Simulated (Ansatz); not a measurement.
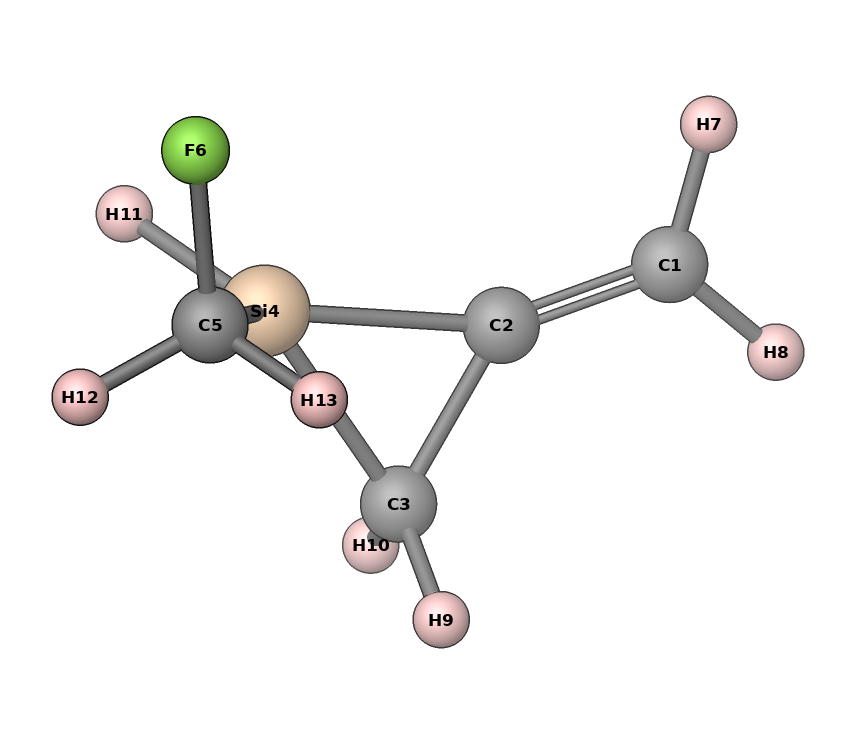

Si4 lies behind C5. The molecule seen a little off the C5–Si4 bond, C5 in front. Distant atoms are faded towards the background colour. The geometry was computed by an optimisation with PBE0-D4/def2-TZVP. No frequency run is at hand to confirm it as a minimum.

**What is the torsion angle F6–C5–Si4–C3? The sign is positive where the front bond must turn clockwise to cover the back bond.**

151°, antiperiplanar (anti).
